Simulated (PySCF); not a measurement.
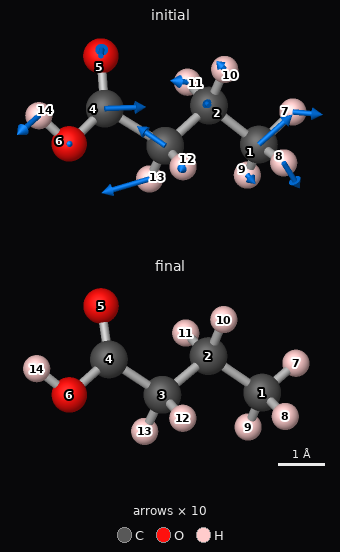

The structure of C4H8O2 before (top) and after (bottom) a relaxation, at one scale. The blue arrows give the displacements, magnified 10 times.

Style: ball-and-stick. Shown at a tilt.

The start comes from MMFF94s. Its atoms were then displaced at random by about 0.03 Å.

Level of theory: PBE0-D3(BJ)/def2-SVP geometry optimisation, gas phase in PySCF 2.14.0, density-fitted response routines. 

> Describe what moved and what it gained.

Over 6 geometry steps the energy falls by 0.987 eV. The atom that moves furthest after the best rigid fit is H13 (0.11 Å). Largest moves by element: H 0.11 Å, C 0.10 Å, O 0.06 Å. Some distances before and after: C3–C4 1.647 → 1.503 Å, C3–H12 1.025 → 1.104 Å, C4–O6 1.268 → 1.342 Å, C1–H9 1.035 → 1.102 Å. Bond angles that change, for instance: H8–C1–H9 116.6° → 107.3°, C4–O6–H14 99.2° → 106.3°, C2–C1–H7 105.8° → 111.3°.
